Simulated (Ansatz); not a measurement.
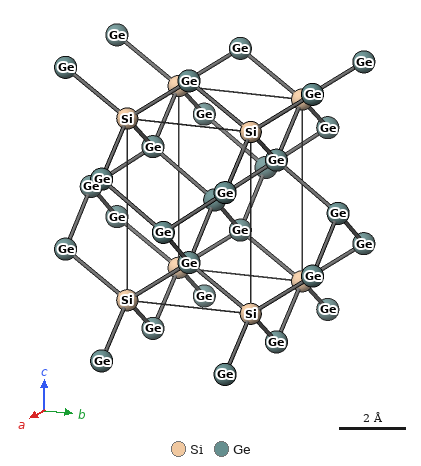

This ball-and-stick model is shown slightly off an axis. The conventional unit cell is outlined; an atom on or near a face, edge or corner is repeated at each equivalent position. Bonds that leave the box are completed with the atoms at their other ends.

SiGe3, space group P-4m2 (No. 115), a = 4.074 Å, b = 4.074 Å, c = 5.741 Å, α = 90.00°, β = 90.00°, γ = 90.00°. The structure comes from a structure type filled with these elements by a generator (whether the compound takes this form wasn't checked). The cell was then strained or its atoms displaced on purpose. It was run through Ansatz as a DFT input.

This one geometry was computed with Ansatz (DFT, plane waves, PAW) at three levels of theory: r2SCAN, PBE and HSE06. It was relaxed with r2SCAN and then strained.

> Which level gives the highest pressure at this volume, and what does that say about its equilibrium volume?

Highest: PBE (-2.5 GPa), which points to the largest equilibrium volume. Lowest, with the smallest volume: r2SCAN (-5.1 GPa) and HSE06 (-4.9 GPa). Levels within 0.5 GPa of each other can't be told apart.

> How does the band gap change with the level of theory?

PBE: a gap of 0.06 eV, direct; r2SCAN: a gap of 0.32 eV, indirect; HSE06: a gap of 0.66 eV, indirect.

> Collect the results in a table.

| level | cutoff (eV) | k-mesh of the run's cell | gap (eV) | pressure (GPa) |
| --- | --- | --- | --- | --- |
| r2SCAN | 500 | 6×6×6 | 0.32 | -5.1 |
| PBE | 420 | 6×6×6 | 0.06 | -2.5 |
| HSE06 | 420 | 4×4×4 | 0.66 | -4.9 |

Gaps are taken on the k-mesh or band path of each run.
